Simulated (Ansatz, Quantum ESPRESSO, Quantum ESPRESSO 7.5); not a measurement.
# Ti2NF2 MXene, 1 layer: capacitance across a vacuum gap

How does the Fermi level of Ti2NF2 MXene, 1 layer move as charge is added against a counter-electrode?

Main program and level: Quantum ESPRESSO 7.5; plane-wave DFT, LDA, GBRV ultrasoft pseudopotentials (geometry by Ansatz 0.2.0 with PAW datasets; geometry under PBE).

### 1. Starting point

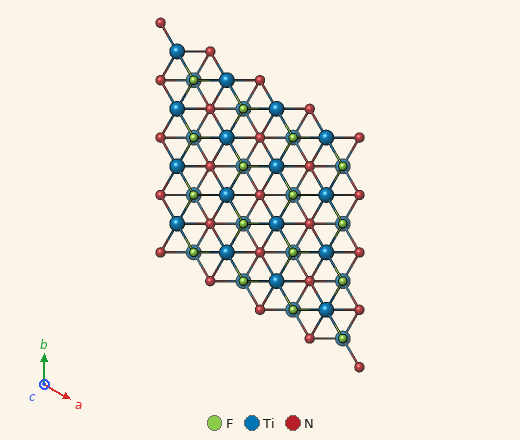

The cell as given, from above (fluorine green, titanium blue, nitrogen red). 4×4×1 cells are drawn. Some periodic images of atoms are drawn too.

The cell holds 5 atoms: 2 F, 2 Ti and 1 N. Its edges and angles: a = 3.029 Å, b = 3.029 Å, c = 20.372 Å, α = 90.0°, β = 90.0°, γ = 120.0°. It derives from Ti2NF2. Vacuum lies along c.

Structure file:

```
CELL_PARAMETERS angstrom
3.02874 0.00000 0.00000
-1.51437 2.62297 0.00000
0.00000 0.00000 20.37239
ATOMIC_POSITIONS crystal
F 0.33333 0.66667 0.39269
Ti 0.66667 0.33333 0.44134
N 0.00000 0.00000 0.50000
Ti 0.33333 0.66667 0.55866
F 0.66667 0.33333 0.60731
```

This run has no spin polarisation, although Ti can carry a moment. A spin-polarised state was not tried and may lie lower.

### 2. Geometry from Ansatz

A relaxation in Ansatz fixes the structure of this slab for the runs on it.

input.yaml reads:

```yaml
crystal:
  lattice:
    - [3.02874, 0.0, 0.0]
    - [-1.51437, 2.6229657815, 0.0]
    - [0.0, 0.0, 20.3723862711]
  atoms:
    - { symbol: F, position: [0.3333333333, 0.6666666667, 0.3926884113] }
    - { symbol: Ti, position: [0.6666666667, 0.3333333333, 0.4413392179] }
    - { symbol: "N", position: [0.0, 0.0, 0.5] }
    - { symbol: Ti, position: [0.3333333333, 0.6666666667, 0.5586607821] }
    - { symbol: F, position: [0.6666666667, 0.3333333333, 0.6073115887] }
kpoints:
  mp_grid: { grid: [12, 12, 1] }
hamiltonian:
  xc: pbe
scf:
  occupations: { method: fermi_dirac, width: 0.05 }
  convergence: { dr2_threshold: 1.0e-08 }
efield:
  axis: 3
  dipole_correction: true
  ramp_position: 0.97
  ramp_width: 0.04
relax:
  f_tol: 0.01
  cell: { fix: [c, alpha, beta] }
output:
  write_potential: true
  write_density: true
  volumetric_format: npy
```

Run with:

```bash
ansatz run input.yaml --threads 4 --pin off --max-ram 8192MiB --backend cpu --events-out ev --progress --plain --runs-dir out
```

Numbers of over 12 decimals in the logs are rounded to 6 here.

Log:

```text
Warning: relax.cell: scf.convergence.dr2_threshold = 1e-8 eV is looser than the 5e-10 eV advised for a relaxation that steers and ends on the stress (1e-10 eV for each atom of the cell: 5). What an SCF threshold leaves in a stress goes as its square root, and in the free energy as the threshold itself, and one threshold admits the most on a small cell: [figures from the program's tests cut] Set scf.convergence.dr2_threshold to 5e-10 eV or tighter. The threshold is an SCF's pass mark: one that does not reach it within its budget of iterations ends unconverged, or closes short of it on a stop that the run arms, and scf.convergence.dr2_threshold's page says what that costs each kind of run
Engine: ansatz 0.2.0, aarch64-unknown-linux-gnu
Pseudopotentials: kind: paw
Pseudopotential: F, paw, valence charge 7, recommended cutoff 420 eV (normal), F.paw.azcp
Pseudopotential: Ti, paw, valence charge 12, recommended cutoff 420 eV (normal), Ti.paw.azcp
Pseudopotential: N, paw, valence charge 5, recommended cutoff 420 eV (normal), N.paw.azcp
Functional definition: PBE
  parameter kappa = 0.804
  parameter beta = 0.066725
  exchange = pbe_x(kappa = kappa, mu = beta*pi^2/3)
  correlation = pbe_c(beta = beta)
Crystal: 5 atoms, lattice volume = 161.844 Å³
Basis set: ecut = 420 eV, 3129 PW (Γ), exchange–correlation on 48×48×288 points (8 copies of the dense FFT grid, shifted against one another)
Bands: 27, of which v1, the nominal top of the filled ones, is band 22 counted from 1 (21 counted from 0)
Symmetry: 6 space group operations
k-points: 19 of 144 (time reversal used)
Non-local potential: F, projectors of the file, l = 0: 2, l = 1: 2, l = 2: 1
Non-local potential: Ti, projectors of the file, l = 0: 3, l = 1: 2, l = 2: 3, l = 3: 1
Non-local potential: N, projectors of the file, l = 0: 2, l = 1: 2, l = 2: 1
PAW form: soft (Blöchl's): semilocal exchange-correlation on the pseudo side does not see the compensation charge
PAW one-centre angular grid: F, 110 points (default); XC on 64 Gauss nodes
PAW one-centre angular grid: Ti, 590 points (default); XC on 64 Gauss nodes
PAW one-centre angular grid: N, 110 points (default); XC on 64 Gauss nodes
Initial density: superposition of atomic densities (neutral atoms: chi_scale 0, normalization atom), corrected by the library's trained network
Initial wavefunctions: pseudopotential atomic-orbital guess
Functional: x = pbe(κ = 0.804, μ = 0.219515), c = pbe(β = 0.066725)
SCF iter   1: F=—  HF=-7005.842467 eV  |F-HF|=—  |Δ(HF+E_count)|=         —  Δρ=3.20e-3  dr2=1.69e-2  ethr=1.77e-3  p=-0.001 e·Å  D=-6.66e-4 V/Å  ΔV_dip=0.01 eV  dr2_dipole=1.39e-5  V_vac-E_F(+/−)=2.58/2.56 eV  ⟨swp⟩=6.6  Hψ=2440  notcnv=0
efield: sawtooth ramp at fractional position 0.9700 (set: `efield.ramp_position`, or a place that a band, a saddle search or an elastic batch's reference lends), width 0.0400; the density the first Hamiltonian is built on has a dipole p = -0.001 e·Å; the dipole correction subtracts the counter field D = -6.66e-4 V/Å, which shifts the + side's vacuum level by +0.01 eV against the − side's; the planar-averaged density in the ramp window peaks in size at 6.9e-5 e/Å³
preconditioner: auto → LDOS  [metal: Δε(μ)=0.064 eV  Ē_g=8.867 eV  σ=0.050 eV  W_gap=0.31  n_scr=14 (ndim 8)  ℏωp=14.0 eV  f_vac=0.669  D(μ)=1.82/eV (n_scr^D=8)  β→1.0]
SCF iter   2: F=—  HF=-7005.847851 eV  |F-HF|=—  |Δ(HF+E_count)|=   5.38e-3  Δρ=3.04e-3  dr2=9.73e-3  ethr=3.93e-5  p=0.000 e·Å  D=2.29e-4 V/Å  ΔV_dip=-0.00 eV  dr2_dipole=1.90e-5  V_vac-E_F(+/−)=1.94/1.95 eV  ⟨swp⟩=3.3  Hψ=1274  notcnv=0
SCF iter   3: F=—  HF=-7005.844847 eV  |F-HF|=—  |Δ(HF+E_count)|=   3.00e-3  Δρ=6.88e-4  dr2=4.71e-4  ethr=2.26e-5  p=-0.000 e·Å  D=-7.97e-5 V/Å  ΔV_dip=0.00 eV  dr2_dipole=7.49e-7  V_vac-E_F(+/−)=2.11/2.11 eV  ⟨swp⟩=2.2  Hψ=877  notcnv=0
SCF iter   4: F=—  HF=-7005.844796 eV  |F-HF|=—  |Δ(HF+E_count)|=   5.05e-5  Δρ=8.09e-5  dr2=7.21e-6  ethr=1.09e-6  p=-0.000 e·Å  D=-4.44e-6 V/Å  ΔV_dip=0.00 eV  dr2_dipole=3.40e-9  V_vac-E_F(+/−)=2.07/2.07 eV  ⟨swp⟩=2.0  Hψ=789  notcnv=0
SCF iter   5: F=—  HF=-7005.844953 eV  |F-HF|=—  |Δ(HF+E_count)|=   1.57e-4  Δρ=2.20e-5  dr2=5.48e-7  ethr=1.68e-8  p=-0.000 e·Å  D=-5.67e-6 V/Å  ΔV_dip=0.00 eV  dr2_dipole=1.90e-9  V_vac-E_F(+/−)=2.07/2.07 eV  ⟨swp⟩=2.8  Hψ=1065  notcnv=0
SCF iter   6: F=—  HF=-7005.844954 eV  |F-HF|=—  |Δ(HF+E_count)|=   9.13e-7  Δρ=4.00e-6  dr2=1.75e-8  ethr=1.27e-9  p=0.000 e·Å  D=9.82e-7 V/Å  ΔV_dip=-0.00 eV  dr2_dipole=1.99e-10  V_vac-E_F(+/−)=2.07/2.07 eV  ⟨swp⟩=2.0  Hψ=785  notcnv=0
SCF iter   7: F=-7005.844954 eV  HF=-7005.844954 eV  |F-HF|=4.18e-9  |Δ(HF+E_count)|=   1.05e-7  Δρ=1.39e-6  dr2=3.14e-9  ethr=2.33e-11  p=-0.000 e·Å  D=-2.07e-6 V/Å  ΔV_dip=0.00 eV  dr2_dipole=8.59e-11  V_vac-E_F(+/−)=2.07/2.07 eV  ⟨swp⟩=10.2  Hψ=3617  notcnv=0
SCF 1 converged in 7 iterations: F = -7005.844954 eV  dr2 = 3.14e-9
  greatest PAW one-centre occupation: 0.999 electrons in one spin orbital (limit 2), on the Ti atom at site 1 (counted from 0), in its partial waves of l = 0
relax step   1: F+E_penalty+E_count = -7005.84495392 eV  Δ(F+E_penalty+E_count) = +0.000e0 eV  max|allowed force component| = 5.100e0 eV/Å  Δτ_max = 0.0000 Å  P = +3.755 GPa  Ω = 161.844 Å³  fix = [c, alpha, beta]  reactions: c +2.189 GPa  (7 SCF iters, accepted)
Crystal: 5 atoms, lattice volume = 163.483 Å³
Basis set: ecut = 420 eV, 3177 PW (Γ), exchange–correlation on 48×48×288 points (8 copies of the dense FFT grid, shifted against one another)
Initial density: handed on by an earlier stage of this run
Initial wavefunctions: those handed on with the density
iter 1 solved again at ethr=4.75e-4 eV; its pass at ethr=3.10e-3 eV (dr2=2.04e-1 eV) is discarded
SCF iter   1: F=—  HF=-7006.867080 eV  |F-HF|=—  |Δ(HF+E_count)|=         —  Δρ=9.90e-3  dr2=2.06e-1  ethr=4.75e-4  p=0.000 e·Å  D=2.03e-6 V/Å  ΔV_dip=-0.00 eV  dr2_dipole=6.26e-11  V_vac-E_F(+/−)=2.44/2.44 eV  ⟨swp⟩=1.9  Hψ=3466  notcnv=0
efield: sawtooth ramp at fractional position 0.9700 (set: `efield.ramp_position`, or a place that a band, a saddle search or an elastic batch's reference lends), width 0.0400; the density the first Hamiltonian is built on has a dipole p = 0.000 e·Å; the dipole correction subtracts the counter field D = 2.03e-6 V/Å, which shifts the + side's vacuum level by -0.00 eV against the − side's; the planar-averaged density in the ramp window peaks in size at 3.0e-6 e/Å³
[...]
SCF iter   7: F=—  HF=-7006.916341 eV  |F-HF|=—  |Δ(HF+E_count)|=   8.83e-7  Δρ=6.38e-6  dr2=6.38e-8  ethr=8.20e-10  p=0.000 e·Å  D=2.26e-6 V/Å  ΔV_dip=-0.00 eV  dr2_dipole=7.56e-12  V_vac-E_F(+/−)=4.43/4.43 eV  ⟨swp⟩=3.2  Hψ=907  notcnv=0
SCF iter   8: F=-7006.916341 eV  HF=-7006.916341 eV  |F-HF|=2.56e-8  |Δ(HF+E_count)|=   1.21e-7  Δρ=1.42e-6  dr2=2.69e-9  ethr=2.33e-11  p=0.000 e·Å  D=2.03e-6 V/Å  ΔV_dip=-0.00 eV  dr2_dipole=1.11e-12  V_vac-E_F(+/−)=4.43/4.43 eV  ⟨swp⟩=8.7  Hψ=3890  notcnv=0
SCF 3 converged in 8 iterations: F = -7006.916341 eV  dr2 = 2.69e-9
relax step   3: F+E_penalty+E_count = -7006.91634143 eV  Δ(F+E_penalty+E_count) = -1.120e-1 eV  max|allowed force component| = 7.121e-3 eV/Å  Δτ_max = 0.1055 Å  P = +0.537 GPa  Ω = 162.003 Å³  energy of the carried Pulay correction = -1.959e-4 eV  fix = [c, alpha, beta]  reactions: c +0.004 GPa  (8 SCF iters, accepted)
[...]
relax step   4: F+E_penalty+E_count = -7006.92018953 eV  Δ(F+E_penalty+E_count) = -3.848e-3 eV  max|allowed force component| = 9.885e-2 eV/Å  Δτ_max = 0.0140 Å  P = +0.039 GPa  Ω = 164.079 Å³  energy of the carried Pulay correction = -2.736e-3 eV  fix = [c, alpha, beta]  reactions: c -0.164 GPa  (6 SCF iters, accepted)
[...]
relax step   5: F+E_penalty+E_count = -7006.92006219 eV  Δ(F+E_penalty+E_count) = +1.273e-4 eV  max|allowed force component| = 8.455e-3 eV/Å  Δτ_max = 0.0109 Å  P = -0.029 GPa  Ω = 165.061 Å³  energy of the carried Pulay correction = -3.927e-3 eV  fix = [c, alpha, beta]  reactions: c -0.020 GPa  (6 SCF iters, accepted)
Initial wavefunctions: pseudopotential atomic-orbital guess (no wavefunctions were taken with the density)
iter 1 solved again at ethr=3.09e-7 eV; its pass at ethr=3.10e-3 eV (dr2=1.33e-4 eV) is discarded
SCF iter   1: F=—  HF=-7006.923574 eV  |F-HF|=—  |Δ(HF+E_count)|=         —  Δρ=1.58e-4  dr2=4.25e-6  ethr=3.09e-7  p=0.000 e·Å  D=2.61e-6 V/Å  ΔV_dip=-0.00 eV  dr2_dipole=2.16e-13  V_vac-E_F(+/−)=4.43/4.43 eV  ⟨swp⟩=4.4  Hψ=4240  notcnv=0
efield: sawtooth ramp at fractional position 0.9700 (set: `efield.ramp_position`, or a place that a band, a saddle search or an elastic batch's reference lends), width 0.0400; the density the first Hamiltonian is built on has a dipole p = 0.000 e·Å; the dipole correction subtracts the counter field D = 2.61e-6 V/Å, which shifts the + side's vacuum level by -0.00 eV against the − side's; the planar-averaged density in the ramp window peaks in size at 3.7e-6 e/Å³
preconditioner: auto → LDOS  [metal: Δε(μ)=0.081 eV  Ē_g=10.980 eV  σ=0.050 eV  W_gap=0.37  n_scr=14 (ndim 8)  ℏωp=15.0 eV  f_vac=0.665  D(μ)=2.17/eV (n_scr^D=10)  β→1.0]
SCF iter   2: F=—  HF=-7006.924777 eV  |F-HF|=—  |Δ(HF+E_count)|=   1.20e-3  Δρ=6.67e-5  dr2=3.95e-6  ethr=9.88e-9  p=0.000 e·Å  D=3.50e-6 V/Å  ΔV_dip=-0.00 eV  dr2_dipole=2.05e-10  V_vac-E_F(+/−)=4.43/4.43 eV  ⟨swp⟩=3.2  Hψ=1027  notcnv=0
SCF iter   3: F=—  HF=-7006.924761 eV  |F-HF|=—  |Δ(HF+E_count)|=   1.57e-5  Δρ=1.50e-5  dr2=1.70e-7  ethr=9.19e-9  p=0.000 e·Å  D=2.93e-6 V/Å  ΔV_dip=-0.00 eV  dr2_dipole=1.94e-11  V_vac-E_F(+/−)=4.43/4.43 eV  ⟨swp⟩=2.0  Hψ=755  notcnv=0
SCF iter   4: F=-7006.924776 eV  HF=-7006.924775 eV  |F-HF|=1.07e-6  |Δ(HF+E_count)|=   1.36e-5  Δρ=1.82e-6  dr2=1.96e-9  ethr=2.33e-11  p=0.000 e·Å  D=2.61e-6 V/Å  ΔV_dip=-0.00 eV  dr2_dipole=1.79e-12  V_vac-E_F(+/−)=4.43/4.43 eV  ⟨swp⟩=10.7  Hψ=4584  notcnv=0
SCF 6 converged in 4 iterations: F = -7006.924776 eV  dr2 = 1.96e-9
relax step   6: F+E_penalty+E_count = -7006.92477590 eV  Δ(F+E_penalty+E_count) = -4.714e-3 eV  max|allowed force component| = 9.079e-3 eV/Å  Δτ_max = 0.0000 Å  P = +0.038 GPa  Ω = 165.061 Å³  fix = [c, alpha, beta]  reactions: c +0.030 GPa  stress off target by 4.20e-2 GPa on what of the cell is left free  SCF on the basis re-selected at this cell (its energy is not comparable with the rows above)  (4 SCF iters)
basis re-selected at this cell: Δ(F+E_penalty+E_count) = -4.714e-3 eV, ΔP = +0.067 GPa vs the last step (what re-selecting the basis moved, of the pressure what is left beyond the Pulay correction that the steps carried, after the strain that the cell walked since its last selection, with what the two solves' SCF thresholds leave and, on support functions, any second-order correction that the steps lacked; it is no m [...]
WARN: The output density's exchange-correlation potential varies sharply where the density is thin. Do not read a vacuum level from v_tot or v_xc, or from such a field of the output density. On a cell that repeats whose density bears no net charge and no dipole along the vacuum's axis use v_es (v_loc + v_h of the components); under efield.dipole_correction with no amplitude use v_es + v_field, which holds any externa [...]
SCF converged after 4 iterations
Free energy (F): -7006.924776 eV
Harris-Foulkes:  -7006.924775 eV  (|F-HF|=1.07e-6)
Internal energy: -7006.907534 eV  (E = F + TS)
E sigma→0 (E₀):  -7006.916155 eV
Entropy (-TS):   -0.017242 eV (-3.448 meV/atom)
Fermi energy:    1.184057 eV
Dipole field:    D = 0.000001 V/Å  (p = 0.000001 e·Å, saw-weighted, corrected)
Work function:   Φ+ = 4.4338 eV   Φ− = 4.4339 eV
Levels:          The Fermi level and band energies are counted from a zero that moves with the ramp; work functions are not
--- Per-component energies (eV) ---
  E_band       = -848.589651
  E_kinetic    = 1094.483835
  E_local      = -39910.928852  (includes V_loc(G=0)·N_el)
  E_nonlocal   = 207.629767
  E_hartree    = 19390.778045
  E_xc         = -417.368034
  E_vxc        = -528.652981  (∫ρ·V_xc dr)
  E_paw        = -2623.439537  (= ΣΔE_a)
  E_vpaw       = -492.679882  (= ΣTr[D̂ρ^β])
  E_aug_tail   = 0.004447  (compensation charges beyond the density's cutoff)
  E_efield     = 0.000000  (sawtooth field / dipole correction)
  E_vefield    = -0.000006  (∫n·V_field dr)
  E_ewald      = 15251.932795
  E_smearing   = -0.017242  (= −TS)
  E_closure    = 0.000000  (closes the sum)
  Σ components = -7006.924776   (vs F -7006.924776, Δ=0.00e0)
--- Forces (eV/Å), atoms counted from 1 ---
  atom   1  F      0.00000000    -0.00000000    -0.00907747
  atom   2  Ti     0.00000000     0.00000000     0.00516298
  atom   3  N      0.00000000    -0.00000000     0.00000144
  atom   4  Ti     0.00000000    -0.00000000    -0.00516348
  atom   5  F     -0.00000000     0.00000000     0.00907913
  max |Σ_I F_I| component: 2.61e-6 eV/Å
--- Stress (GPa, compression-positive) ---
        0.042030       0.000000       0.000000
        0.000000       0.042030       0.000000
        0.000000       0.000000       0.029518
  P = ⅓ Tr σ = 0.0379 GPa (0.379 kbar)
--- Band table (eV; the first three rows and the last of 19) ---
  k-point 0: bands = [... 18 lower, -3.7022, -3.7022, 0.5091, 0.5091, 1.2797, 2.5014, 2.5014, 2.5059, ... 1 higher]
  k-point 1: bands = [... 18 lower, -3.8962, -3.7610, 0.3863, 0.6246, 1.2798, 2.3688, 2.5040, 2.5548, ... 1 higher]
  k-point 2: bands = [... 18 lower, -3.9433, -3.8935, 0.0526, 0.9395, 1.3432, 2.2987, 2.5270, 2.5710, ... 1 higher]
  k-point 18: bands = [... 18 lower, -4.8821, -4.1657, 1.0861, 1.2083, 1.2083, 2.8692, 2.8692, 2.9560, ... 1 higher]
--- Relaxed structure (5 steps of the walk, 5 accepted, 1 SCFs on fresh bases) ---
  F+E_penalty+E_count = -7006.92477590 eV   max|allowed force component| = 9.079e-3 eV/Å   (the final SCF, on the basis selected at the relaxed cell)
  cell:  # Å, volume = 165.0615 Å³
    - [3.058698, 1.1086613347906599e-18, 0]
    - [-1.529349, 2.648910, 0]
    - [0, 0, 20.3723862711]
  atoms:
    - { symbol: F, position: [0.333333, 0.666667, 0.386349] }
    - { symbol: Ti, position: [0.666667, 0.333333, 0.447572] }
    - { symbol: N, position: [0, 0, 0.500000] }
    - { symbol: Ti, position: [0.333333, 0.666667, 0.552428] }
    - { symbol: F, position: [0.666667, 0.333333, 0.613651] }
```

Wall time 10 s (4 threads of Arm Neoverse V2, shared host); peak memory 0.48 GiB.

The steps of the relaxation:

| step | energy less that of the first step (eV) | largest force component (eV/Å) | pressure (GPa) | volume (Å³) |
| --- | --- | --- | --- | --- |
| 1 | 0.0000 | 5.0996 | 3.75 | 161.84 |
| 2 | -0.9594 | 1.1907 | 2.06 | 163.48 |
| 3 | -1.0714 | 0.0071 | 0.54 | 162.00 |
| 4 | -1.0752 | 0.0988 | 0.04 | 164.08 |
| 5 | -1.0751 | 0.0085 | -0.03 | 165.06 |
| 6* | -1.0798 | 0.0091 | 0.04 | 165.06 |

Relaxation steps marked * repeat the geometry before them on a plane-wave basis chosen anew for their cell, so energy and pressure can jump there.

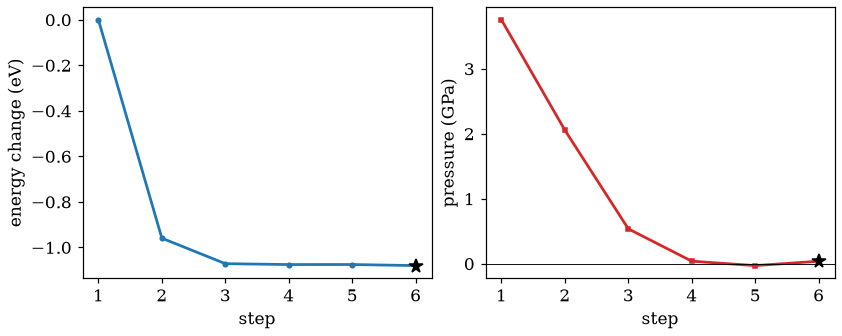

Energy and pressure along the relaxation. Stars mark steps on a basis chosen anew.

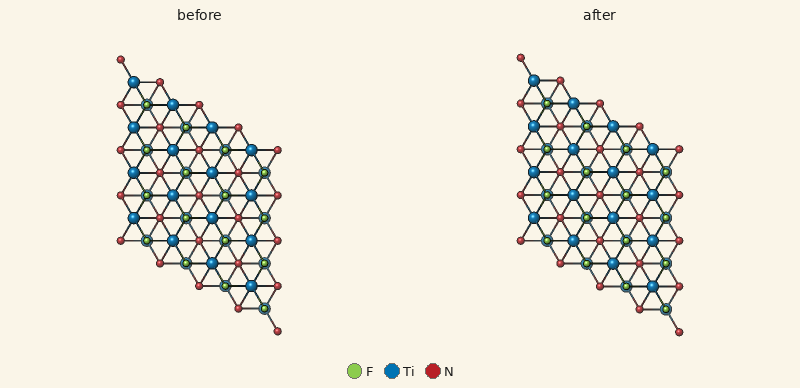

Before and after, at one scale.

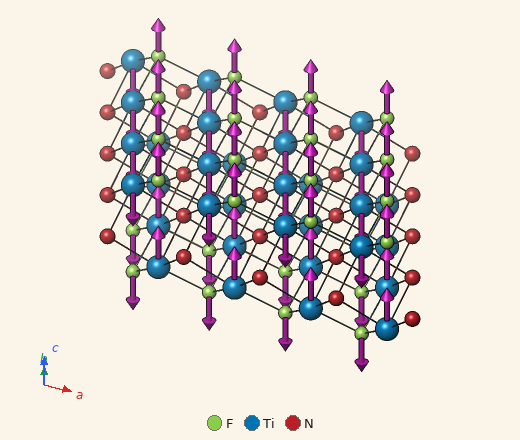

Displacements in the relaxation, exaggerated, measured against the changing cell; the longest in the cell stands for 0.13 Å. 4×4×1 cells are drawn. Some periodic images of atoms are drawn too.

| cell as run | before | after | change |
| --- | --- | --- | --- |
| a (Å) | 3.029 | 3.059 | +1.0 % |
| b (Å) | 3.029 | 3.059 | +1.0 % |

The atoms that moved most (Å, along periodic axes as changes of fractional coordinates times the final cell, across vacuum about the mean position):

| atom | dx | dy | dz | length |
| --- | --- | --- | --- | --- |
| F5 | 0.000 | 0.000 | 0.129 | 0.129 |
| F1 | 0.000 | 0.000 | -0.129 | 0.129 |
| Ti4 | 0.000 | 0.000 | -0.127 | 0.127 |
| Ti2 | 0.000 | 0.000 | 0.127 | 0.127 |

Final coordinates:

```xyz
5
Lattice="3.0587 0.0000 0.0000 -1.5293 2.6489 0.0000 0.0000 0.0000 20.3724" Properties=species:S:1:pos:R:3
F     0.0000    1.7659    7.8709
Ti    1.5293    0.8830    9.1181
N     0.0000    0.0000   10.1862
Ti    0.0000    1.7659   11.2543
F     1.5293    0.8830   12.5015
```

Numbers from this step:

```
free energy                     : -7006.9248 eV
energy at zero smearing         : -7006.9162 eV
smearing term TS                : 0.01724 eV
Fermi energy                    : 1.184 eV
symmetry operations             : 6
work function of the upper face : 4.434 eV
work function of the lower face : 4.434 eV
dipole along the normal         : 5.74e-7 e·Å
```

[end of part 1 of 5]

[Logs are printed without paths, hosts, clocks, repeated set-up lines and the standing remarks that a program may print on its own settings, such as how far it seeks lower states.]

[Hosts, paths, dates, database ids (printed as entryN), source tags and the programs' standing remarks are cut or masked in the printed files.]

[Maps of the electrostatic potential energy from Ansatz leave out the sawtooth potential of an applied field or a dipole correction, so their vacuum need not be flat; planar profiles and work functions include it.]
